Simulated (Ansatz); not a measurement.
# CH6Si2: Born-Oppenheimer dynamics

What does CH6Si2 do in its first 15 fs at constant energy, with the temperature set to 300 K?

The runs use Ansatz 0.2.0, Gaussian basis; revPBE/def2-SVP.

### Step 1. Structure used throughout

The geometry comes from an earlier relaxation with PBE0-D4 in a triple-zeta def2 set; it is a stationary point, not always the lowest conformer.

SMILES `C1[SiH2][SiH2]1`, 9 atoms, charge 0, spin multiplicity 1.

Atoms are counted from 1 here; the program's logs count them from 0.

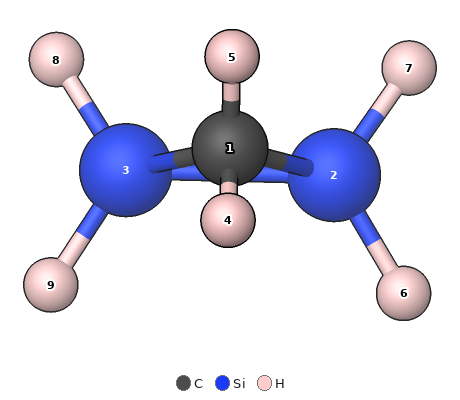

The structure; carbon dark grey, silicon blue, hydrogen pink; atoms are numbered from 1 in the order of the file.

### Step 2. The run

File in.yaml:

```yaml
crystal:
  periodic: [false, false, false]
  atoms:
    - {symbol: C, position_ang: [-0.725484, 0.023837, -0.661840]}
    - {symbol: Si, position_ang: [0.891555, 0.865977, -0.136778]}
    - {symbol: Si, position_ang: [-0.068105, -0.907944, 0.854521]}
    - {symbol: H, position_ang: [-1.644068, 0.592461, -0.533364]}
    - {symbol: H, position_ang: [-0.720488, -0.508852, -1.610437]}
    - {symbol: H, position_ang: [0.767024, 2.234031, 0.418590]}
    - {symbol: H, position_ang: [2.037730, 0.718162, -1.064124]}
    - {symbol: H, position_ang: [0.410767, -2.289862, 0.616829]}
    - {symbol: H, position_ang: [-0.860531, -0.774310, 2.099404]}
basis:
  gaussian: {orbitals: def2-SVP}
magnetization: {spin_polarized: true, initial_magnetization: 0}
hamiltonian: {xc: {name: revPBE}}
md: {timestep: 0.5 fs, n_steps: 30, ensemble: nve, temperature: 300, initial_velocities: maxwell_boltzmann, seed: 595}
```

Launch:

```bash
$ ansatz run in.yaml --threads 2 --pin off --events-out ev --progress --plain --max-ram 4352MiB
```

The program printed:

```text
Functional definition: revPBE
  name "revPBE"
  cite "Zhang & Yang, Phys. Rev. Lett. 80, 890 (1998) doi:10.1103/PhysRevLett.80.890"
  cite "Perdew, Burke & Ernzerhof, Phys. Rev. Lett. 77, 3865 (1996) doi:10.1103/PhysRevLett.77.3865"
  parameter kappa = 1.245
  parameter beta = 0.06672455060314922
  exchange = pbe_x(kappa = kappa, mu = beta*pi^2/3)
  correlation = pbe_c(beta = beta)
898 factors; their error is unknown
mean field evaluation 1: about -16871.6976 eV, gradient 3.8e1 eV
mean field evaluation 2: about -16851.5389 eV, gradient 6.3e1 eV
mean field evaluation 4: about -16879.4184 eV, gradient 2.0e0 eV
mean field evaluation 8: about -16879.4548 eV, gradient 2.0e-2 eV
mean field evaluation 16: about -16879.3811 eV, gradient 3.5e-5 eV
mean field -16879.38113612 eV, -620.3058154970 hartree, gradient 3.5e-5 eV, S^2 0.000000; 0 other end points of the search recorded, 0 dependent functions left out
the calculation of the forces begins
reference -16879.38117992 eV, -620.3058171064 hartree; 20, 20 occupied and 60, 60 virtual orbitals, 898 factors
md step     0: t =     0.00 fs  T =   300.0 K  F+E_penalty+E_count = -16879.38113612 eV  E_kin = 0.271446 eV  conserved = -16879.10969012 eV  (27 SCF iters)
these checks for a lower state are left out or cut short: starts, cluster_reference, orbital_swaps, neighbouring_geometries, increment
898 factors; their error is unknown
mean field -16879.36419653 eV, -620.3051929786 hartree, gradient 1.6e-5 eV, S^2 0.000000; 0 other end points of the search recorded, 0 dependent functions left out
the calculation of the forces begins
reference -16879.36424029 eV, -620.3051945865 hartree; 20, 20 occupied and 60, 60 virtual orbitals, 898 factors
md step     1: t =     0.50 fs  T =   281.6 K  F+E_penalty+E_count = -16879.36419653 eV  E_kin = 0.254781 eV  conserved = -16879.10941575 eV  (31 SCF iters)
these checks for a lower state are left out or cut short: starts, cluster_reference, orbital_swaps, neighbouring_geometries, increment
898 factors; their error is unknown
mean field -16879.33969011 eV, -620.3042923840 hartree, gradient 1.6e-5 eV, S^2 0.000000; 0 other end points of the search recorded, 0 dependent functions left out
the calculation of the forces begins
reference -16879.33973381 eV, -620.3042939902 hartree; 20, 20 occupied and 60, 60 virtual orbitals, 898 factors
md step     2: t =     1.00 fs  T =   255.0 K  F+E_penalty+E_count = -16879.33969011 eV  E_kin = 0.230760 eV  conserved = -16879.10892964 eV  (31 SCF iters)
[... from here on, the SCF cycles and remarks between the steps are left out ...]
md step     3: t =     1.50 fs  T =   228.6 K  F+E_penalty+E_count = -16879.31526523 eV  E_kin = 0.206829 eV  conserved = -16879.10843577 eV  (30 SCF iters)
md step     4: t =     2.00 fs  T =   210.4 K  F+E_penalty+E_count = -16879.29855805 eV  E_kin = 0.190383 eV  conserved = -16879.10817522 eV  (30 SCF iters)
md step     5: t =     2.50 fs  T =   204.8 K  F+E_penalty+E_count = -16879.29360410 eV  E_kin = 0.185339 eV  conserved = -16879.10826502 eV  (31 SCF iters)
md step     6: t =     3.00 fs  T =   210.5 K  F+E_penalty+E_count = -16879.29909105 eV  E_kin = 0.190468 eV  conserved = -16879.10862271 eV  (30 SCF iters)
md step     7: t =     3.50 fs  T =   221.6 K  F+E_penalty+E_count = -16879.30954323 eV  E_kin = 0.200501 eV  conserved = -16879.10904205 eV  (30 SCF iters)
md step     8: t =     4.00 fs  T =   231.0 K  F+E_penalty+E_count = -16879.31836576 eV  E_kin = 0.209025 eV  conserved = -16879.10934060 eV  (30 SCF iters)
md step     9: t =     4.50 fs  T =   233.4 K  F+E_penalty+E_count = -16879.32064917 eV  E_kin = 0.211206 eV  conserved = -16879.10944367 eV  (31 SCF iters)
md step    10: t =     5.00 fs  T =   226.6 K  F+E_penalty+E_count = -16879.31442935 eV  E_kin = 0.205054 eV  conserved = -16879.10937537 eV  (30 SCF iters)
md step    11: t =     5.50 fs  T =   211.4 K  F+E_penalty+E_count = -16879.30044497 eV  E_kin = 0.191241 eV  conserved = -16879.10920359 eV  (30 SCF iters)
md step    12: t =     6.00 fs  T =   190.3 K  F+E_penalty+E_count = -16879.28115799 eV  E_kin = 0.172164 eV  conserved = -16879.10899434 eV  (30 SCF iters)
md step    13: t =     6.50 fs  T =   166.8 K  F+E_penalty+E_count = -16879.25973649 eV  E_kin = 0.150943 eV  conserved = -16879.10879330 eV  (30 SCF iters)
md step    14: t =     7.00 fs  T =   144.4 K  F+E_penalty+E_count = -16879.23931690 eV  E_kin = 0.130692 eV  conserved = -16879.10862458 eV  (30 SCF iters)
md step    15: t =     7.50 fs  T =   126.0 K  F+E_penalty+E_count = -16879.22255642 eV  E_kin = 0.114051 eV  conserved = -16879.10850555 eV  (30 SCF iters)
md step    16: t =     8.00 fs  T =   113.7 K  F+E_penalty+E_count = -16879.21131926 eV  E_kin = 0.102864 eV  conserved = -16879.10845554 eV  (30 SCF iters)
md step    17: t =     8.50 fs  T =   108.2 K  F+E_penalty+E_count = -16879.20636745 eV  E_kin = 0.097872 eV  conserved = -16879.10849515 eV  (28 SCF iters)
md step    18: t =     9.00 fs  T =   108.8 K  F+E_penalty+E_count = -16879.20705373 eV  E_kin = 0.098416 eV  conserved = -16879.10863756 eV  (31 SCF iters)
md step    19: t =     9.50 fs  T =   113.1 K  F+E_penalty+E_count = -16879.21118175 eV  E_kin = 0.102318 eV  conserved = -16879.10886379 eV  (30 SCF iters)
md step    20: t =    10.00 fs  T =   117.4 K  F+E_penalty+E_count = -16879.21536093 eV  E_kin = 0.106254 eV  conserved = -16879.10910705 eV  (31 SCF iters)
md step    21: t =    10.50 fs  T =   118.1 K  F+E_penalty+E_count = -16879.21609626 eV  E_kin = 0.106842 eV  conserved = -16879.10925425 eV  (30 SCF iters)
md step    22: t =    11.00 fs  T =   113.1 K  F+E_penalty+E_count = -16879.21150145 eV  E_kin = 0.102306 eV  conserved = -16879.10919511 eV  (31 SCF iters)
md step    23: t =    11.50 fs  T =   103.9 K  F+E_penalty+E_count = -16879.20288001 eV  E_kin = 0.093976 eV  conserved = -16879.10890446 eV  (30 SCF iters)
md step    24: t =    12.00 fs  T =    95.6 K  F+E_penalty+E_count = -16879.19496577 eV  E_kin = 0.086461 eV  conserved = -16879.10850474 eV  (31 SCF iters)
md step    25: t =    12.50 fs  T =    94.8 K  F+E_penalty+E_count = -16879.19397551 eV  E_kin = 0.085745 eV  conserved = -16879.10823006 eV  (30 SCF iters)
md step    26: t =    13.00 fs  T =   105.9 K  F+E_penalty+E_count = -16879.20409251 eV  E_kin = 0.095818 eV  conserved = -16879.10827494 eV  (31 SCF iters)
md step    27: t =    13.50 fs  T =   128.2 K  F+E_penalty+E_count = -16879.22460318 eV  E_kin = 0.115961 eV  conserved = -16879.10864244 eV  (31 SCF iters)
md step    28: t =    14.00 fs  T =   155.5 K  F+E_penalty+E_count = -16879.24985508 eV  E_kin = 0.140714 eV  conserved = -16879.10914107 eV  (30 SCF iters)
md step    29: t =    14.50 fs  T =   179.7 K  F+E_penalty+E_count = -16879.27209289 eV  E_kin = 0.162566 eV  conserved = -16879.10952717 eV  (30 SCF iters)
these checks for a lower state are left out or cut short: starts, cluster_reference, orbital_swaps, neighbouring_geometries, increment
898 factors; their error is unknown
mean field -16879.28511842 eV, -620.3022869115 hartree, gradient 1.7e-5 eV, S^2 0.000000; 0 other end points of the search recorded, 0 dependent functions left out
the calculation of the forces begins
reference -16879.28516179 eV, -620.3022885053 hartree; 20, 20 occupied and 60, 60 virtual orbitals, 898 factors
898 factors; their error is unknown
mean field evaluation 256: about -16879.2851 eV, gradient 3.1e-2 eV
mean field -16879.28511842 eV, -620.3022869115 hartree, gradient 1.7e-5 eV, S^2 0.000000; 1 other end points of the search recorded, 0 dependent functions left out
the calculation of the forces begins
reference -16879.28516179 eV, -620.3022885053 hartree; 20, 20 occupied and 60, 60 virtual orbitals, 898 factors
md step    30: t =    15.00 fs  T =   193.9 K  F+E_penalty+E_count = -16879.28511842 eV  E_kin = 0.175461 eV  conserved = -16879.10965777 eV  (30 SCF iters)
Total energy: -16879.28516179 eV, -620.3022885053 hartree
Atom 0 at    -0.759655     0.036462    -0.663906 Å, force     0.810430    -1.013195    -0.306363 eV/Å
Atom 1 at     0.924709     0.890648    -0.140897 Å, force    -1.068568    -0.639851    -0.170095 eV/Å
Atom 2 at    -0.074655    -0.928758     0.869858 Å, force    -0.231010     0.558662    -0.384736 eV/Å
Atom 3 at    -1.739982     0.530884    -0.650140 Å, force    -0.093155     0.252585     0.003447 eV/Å
Atom 4 at    -0.673650    -0.707884    -1.512548 Å, force    -0.105142     0.737191     0.277722 eV/Å
Atom 5 at     0.645274     2.261506     0.345236 Å, force     0.168446     0.311470     0.253921 eV/Å
Atom 6 at     2.035171     0.756557    -1.113754 Å, force     0.306632     0.051846    -0.159682 eV/Å
Atom 7 at     0.280292    -2.316913     0.462951 Å, force     0.181699    -0.215782     0.153124 eV/Å
Atom 8 at    -0.890764    -0.810426     2.107202 Å, force     0.030669    -0.042927     0.332663 eV/Å
Dipole moment:    -0.008485    -0.012511    -0.013027 e Å
```

Wall time 41 s (2 threads of AMD EPYC 7B13, shared host).

### Step 3. Frames and traces

Every 2 steps, with energies from the start:

| time (fs) | T (K) | potential (meV) | conserved (meV) | C1–H4 (Å) |
| --- | --- | --- | --- | --- |
| 0.0 | 300 | 0.0 | 0.00 | 1.088 |
| 1.0 | 255 | 41.4 | 0.76 | 1.061 |
| 2.0 | 210 | 82.6 | 1.51 | 1.051 |
| 3.0 | 211 | 82.0 | 1.07 | 1.063 |
| 4.0 | 231 | 62.8 | 0.35 | 1.091 |
| 5.0 | 227 | 66.7 | 0.32 | 1.125 |
| 6.0 | 190 | 100.0 | 0.70 | 1.154 |
| 7.0 | 144 | 141.8 | 1.07 | 1.168 |
| 8.0 | 114 | 169.8 | 1.23 | 1.165 |
| 9.0 | 109 | 174.1 | 1.05 | 1.146 |
| 10.0 | 117 | 165.8 | 0.58 | 1.114 |
| 11.0 | 113 | 169.6 | 0.50 | 1.079 |
| 12.0 | 96 | 186.2 | 1.19 | 1.054 |
| 13.0 | 106 | 177.0 | 1.42 | 1.049 |
| 14.0 | 156 | 131.3 | 0.55 | 1.066 |
| 15.0 | 194 | 96.0 | 0.03 | 1.098 |

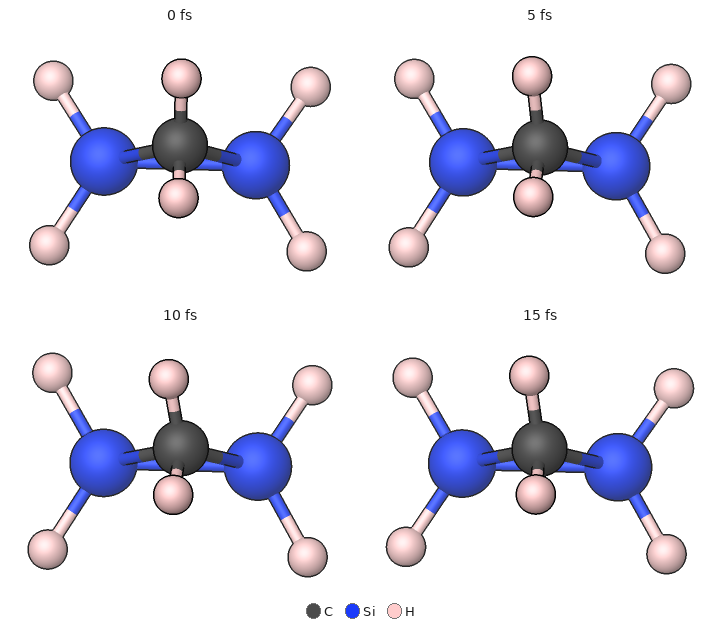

Four frames; sticks are those of the first frame.

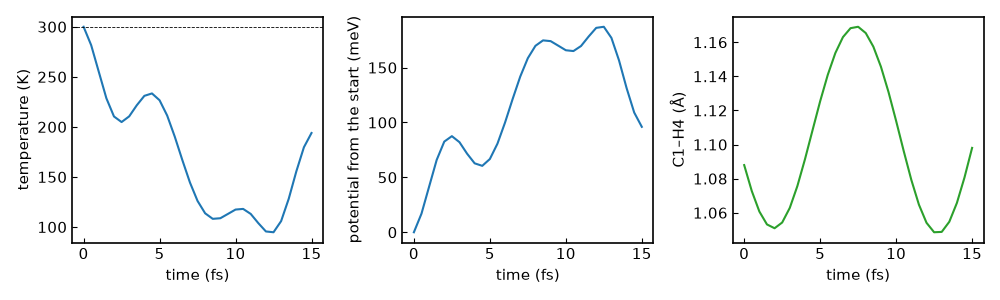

Temperature (the set value dashed), potential energy and the bond that swings most.

Positions (Å) and forces (eV/Å) at 15.0 fs:

```xyz
9

C    -0.760    0.036   -0.664    0.810   -1.013   -0.306
Si    0.925    0.891   -0.141   -1.069   -0.640   -0.170
Si   -0.075   -0.929    0.870   -0.231    0.559   -0.385
H    -1.740    0.531   -0.650   -0.093    0.253    0.003
H    -0.674   -0.708   -1.513   -0.105    0.737    0.278
H     0.645    2.262    0.345    0.168    0.311    0.254
H     2.035    0.757   -1.114    0.307    0.052   -0.160
H     0.280   -2.317    0.463    0.182   -0.216    0.153
H    -0.891   -0.810    2.107    0.031   -0.043    0.333
```

### Step 4. Results

```
                              quantity                         value
                                length            30 steps of 0.5 fs
     temperature, first and last frame                    300, 194 K
              temperature, second half  mean 123 K, from 95 to 194 K
                swing of the potential                       187 meV
largest change of the conserved energy                      1.51 meV
                        range of C1–H4              1.049 to 1.169 Å
```

**Reading.** From 300 K at the start the temperature swings between 95 and 300 K: with 9 atoms it has no steady value yet; starting near a minimum, about half of the kinetic energy flows into the potential. The conserved energy moves by 1.51 meV, 0.8 % of the potential's swing, so the step is short enough for this stretch. C1–H4 swings most, by 0.12 Å; no bond breaks. A run of 15 fs gives no averages.
